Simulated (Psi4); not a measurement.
**BH5O (B(H2O)H3): SCS-DLPNO-MP2/cc-pVDZ-F12 (density fitting, density fitting for correlation, pno convergence normal)**

Aim: the energy difference between two shapes of BH5O (B(H2O)H3) at SCS-DLPNO-MP2/cc-pVDZ-F12 (density fitting, density fitting for correlation, pno convergence normal), from 2 runs. 

Program for the calculation: Psi4 1.11.

2 further runs of the same task are left out: 1 that didn't finish, 1 set aside as unsound or not needed.

## 1. The structure to begin with

BH5O: 7 atoms, total charge 0, spin state singlet. SMILES: `[H]B([H])([H])<-O`. The coordinates come from a GFN2-xTB (4 decimals) relaxation.

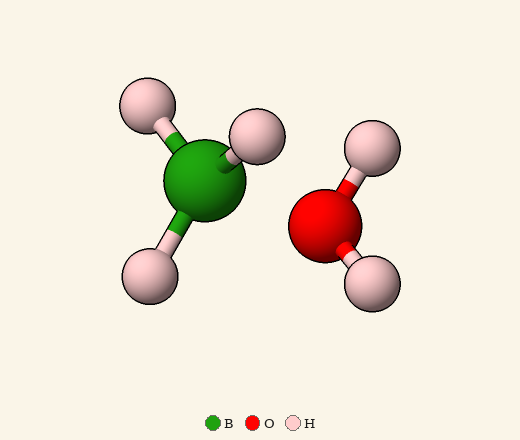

Viewed from a chosen angle; boron green, oxygen red, hydrogen pink.

## 2. A single-point energy at SCS-DLPNO-MP2/cc-pVDZ-F12 (density fitting, density fitting for correlation, pno convergence normal)

The input, bh5o.sdf:

```

     RDKit          3D

  7  6  0  0  0  0  0  0  0  0999 V2000
    0.0678   -0.1117   -0.6689 B   0  0  0  0  0  0  0  0  0  0  0  0
    0.1008   -0.1466    1.0307 O   0  0  0  0  0  0  0  0  0  0  0  0
   -0.8361   -0.1426    1.2525 H   0  0  0  0  0  0  0  0  0  0  0  0
    0.4863    0.7089    1.2448 H   0  0  0  0  0  0  0  0  0  0  0  0
    1.2101   -0.0685   -0.9703 H   0  0  0  0  0  0  0  0  0  0  0  0
   -0.5443    0.8763   -0.9302 H   0  0  0  0  0  0  0  0  0  0  0  0
   -0.4847   -1.1158   -0.9586 H   0  0  0  0  0  0  0  0  0  0  0  0
  2  1  1  0
  3  2  1  0
  4  2  1  0
  5  1  1  0
  6  1  1  0
  7  1  1  0
M  CHG  2   1  -1   2   1
M  END
$$$$
```

The input, calc.py:

```python
import psi4
from rdkit import Chem

psi4.set_memory('1600 MB')
psi4.set_num_threads(1)
psi4.core.set_output_file('bh5o.out', False)

rd = Chem.SDMolSupplier('bh5o.sdf', removeHs=False, sanitize=False)[0]
xyz = rd.GetConformer().GetPositions()
atoms = '\n'.join(f'{a.GetSymbol()} {x:.4f} {y:.4f} {z:.4f}' for a, (x, y, z) in zip(rd.GetAtoms(), xyz))
geom = psi4.geometry('0 1\n' + atoms + '\nsymmetry c1')

psi4.set_options({
    'basis': 'cc-pVDZ-F12',
    'pno_convergence': 'normal',
    'scf_type': 'df',
})

e, wfn = psi4.energy('scs-dlpno-mp2', molecule=geom, return_wfn=True)
print('E =', round(e, 9))
```

Command:

```console
$ python calc.py
```

bh5o.out:

```text
[...]
  Running in c1 symmetry.
[...]
  Nuclear repulsion =   38.323119398671544
[...]
  Multiplicity = 1
[...]
  Nalpha       = 9
  Nbeta        = 9
[...]
    Number of basis functions: 105
[...]
   @DF-RHF iter   1:  -102.38648258746628   -6.78967e-01   3.64263e-03 DIIS/ADIIS
[...]
    Orbital Energies [Eh]
    ---------------------
    Doubly Occupied:
       1A    -20.663284     2A     -7.551040     3A     -1.457375
       4A     -0.821830     5A     -0.749610     6A     -0.664077
       7A     -0.567493     8A     -0.441943     9A     -0.435218
[...]
  @DF-RHF Final Energy:  -102.46472094860923
   => Energetics <=
    Nuclear Repulsion Energy =             38.3231193986715439
    One-Electron Energy =                -214.8719404145468275
    Two-Electron Energy =                  74.0841000672660641
    Total Energy =                       -102.4647209486092265
[...]
 Multipole Moments:
 ------------------------------------------------------------------------------------
     Multipole            Electronic (a.u.)      Nuclear  (a.u.)        Total (a.u.)
 ------------------------------------------------------------------------------------
 L = 1.  Multiply by 2.5417464519 to convert [e a0] to [Debye]
 Dipole X            :          0.1298127           -0.4776800           -0.3478673
 Dipole Y            :         -0.1812532            0.7346434            0.5533902
 Dipole Z            :          2.2205008           -0.7180268            1.5024741
 Magnitude           :                                                    1.6384995
[...]
  @LMP2 iter   5:  -0.407549675657 -2.373e-08  7.900e-07
[...]
```

The script printed:

```text
E = -102.878950771
```

Run time: 3.9 s. Hardware: 1 thread of Intel Xeon Platinum 8488C (Sapphire Rapids), shared host; peak memory 0.27 GiB.

## 3. The distorted shape

The input, bh5o.json:

```json
{
 "schema_name": "qcschema_input",
 "schema_version": 1,
 "molecule": {
  "schema_name": "qcschema_molecule",
  "schema_version": 2,
  "symbols": ["B", "O", "H", "H", "H", "H", "H"],
  "geometry": [0.19718158, -0.04091446, -1.26761317, 0.21456517, -0.31210339, 1.9544568, -1.63324683, -0.20897347, 2.27122403, 0.70711662, 1.39755829, 2.21789596, 2.03718334, -0.19376496, -1.72363999, -1.20751043, 1.65990708, -1.76811469, -0.95437027, -2.16821128, -1.72209419],
  "molecular_charge": 0,
  "molecular_multiplicity": 1,
  "fix_symmetry": "c1"
 },
 "driver": "energy",
 "model": {
  "method": "scs-dlpno-mp2",
  "basis": "cc-pVDZ-F12"
 },
 "keywords": {
  "pno_convergence": "normal",
  "scf_type": "df"
 }
}
```

Command:

```console
$ psi4 --qcschema bh5o.json -n 1 --memory 1600MB
```

stdout:

```text
[...]
  Running in c1 symmetry.
[...]
  Nuclear repulsion =   38.553545016523934
[...]
  Multiplicity = 1
[...]
  Nalpha       = 9
  Nbeta        = 9
[...]
    Number of basis functions: 105
[...]
   @DF-RHF iter   1:  -102.34684602705613   -6.30136e-01   3.70633e-03 DIIS/ADIIS
[...]
    Orbital Energies [Eh]
    ---------------------
    Doubly Occupied:
       1A    -20.665022     2A     -7.550784     3A     -1.457082
       4A     -0.799265     5A     -0.750744     6A     -0.679192
       7A     -0.573460     8A     -0.482320     9A     -0.406620
[...]
  @DF-RHF Final Energy:  -102.43009888415132
   => Energetics <=
    Nuclear Repulsion Energy =             38.5535450165239340
    One-Electron Energy =                -215.2383107741894435
    Two-Electron Energy =                  74.2546668735141822
    Total Energy =                       -102.4300988841513202
[...]
 Multipole Moments:
 ------------------------------------------------------------------------------------
     Multipole            Electronic (a.u.)      Nuclear  (a.u.)        Total (a.u.)
 ------------------------------------------------------------------------------------
 L = 1.  Multiply by 2.5417464519 to convert [e a0] to [Debye]
 Dipole X            :          0.6313951           -0.9007911           -0.2693960
 Dipole Y            :          0.1513499            0.5669518            0.7183016
 Dipole Z            :          2.0879365           -0.7382071            1.3497294
 Magnitude           :                                                    1.5525144
[...]
  @LMP2 iter   5:  -0.411289484375 -2.537e-08  8.003e-07
[...]
```

The result, in JSON:

```text
{
 "driver": "energy",
 "model": {
  "method": "scs-dlpno-mp2",
  "basis": "cc-pVDZ-F12"
 },
 "success": true,
 "return_result": -102.84802781991131,
 "properties": {
  "calcinfo_nbasis": 105,
  "calcinfo_nmo": 105,
  "calcinfo_nalpha": 9,
  "calcinfo_nbeta": 9,
  "calcinfo_natom": 7,
  "nuclear_repulsion_energy": 38.553545016523934,
  "return_energy": -102.84802781991131,
  "scf_one_electron_energy": -215.23831077418944,
  "scf_two_electron_energy": 74.25466687351418,
  "scf_dipole_moment": [-0.2693959966607824, 0.7183016466727039, 1.3497294125712331],
  "scf_total_energy": -102.43009888415132,
  "scf_iterations": 11,
  "mp2_same_spin_correlation_energy": -0.08728747309996199,
  "mp2_opposite_spin_correlation_energy": -0.3240275928277866,
  "mp2_singles_energy": 0.0,
  "mp2_doubles_energy": -0.4113115535749713,
  "mp2_correlation_energy": -0.4113115535749713,
  "mp2_total_energy": -102.8414104377263
 }
}
```

It took 3.9 s on 1 thread of Intel Xeon Platinum 8488C (Sapphire Rapids), shared host; peak memory 0.24 GiB.

## 4. Results

At SCS-DLPNO-MP2/cc-pVDZ-F12 (density fitting, density fitting for correlation, pno convergence normal):

| quantity | value |
| --- | --- |
| first shape: total energy | -102.87895 Eh |
| first shape: HOMO energy (Hartree–Fock orbitals) | -11.84 eV |
| first shape: LUMO energy (Hartree–Fock orbitals) | 0.80 eV |
| first shape: HOMO–LUMO gap (Hartree–Fock orbitals) | 12.64 eV |
| first shape: correlation energy | -414.2 mEh |
| distorted shape: total energy | -102.84803 Eh |
| distorted shape: HOMO energy (Hartree–Fock orbitals) | -11.06 eV |
| distorted shape: LUMO energy (Hartree–Fock orbitals) | 0.79 eV |
| distorted shape: HOMO–LUMO gap (Hartree–Fock orbitals) | 11.86 eV |
| distorted shape: correlation energy | -417.9 mEh |
| energy change with the atoms displaced | 0.841 eV |

What this shows: With the atoms displaced the energy rises by 0.84 eV (19.4 kcal/mol). The first shape isn't relaxed at this level, so the change isn't measured from a minimum.
